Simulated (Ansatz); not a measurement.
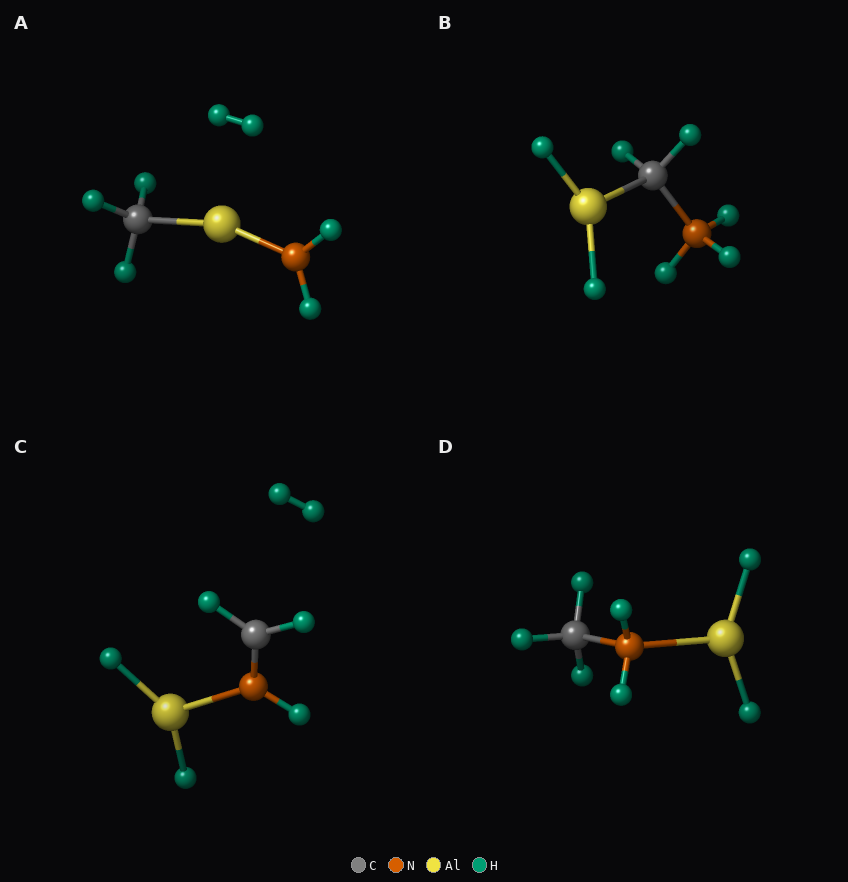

4 stationary structures of one formula. State: charge +1, singlet. Geometries: PBE0-D4/def2-TZVP. Electronic energies: B3LYP-D4/def2-TZVPP (Ansatz 0.2.0), without zero-point energy. No frequency run is at hand to confirm each as a minimum. Each is one conformer, not always the lowest.

Which structure is the most stable?

Answer. D is lowest; A lies 0.282 eV above it, B lies 0.875 eV above it, C lies 1.357 eV above it.
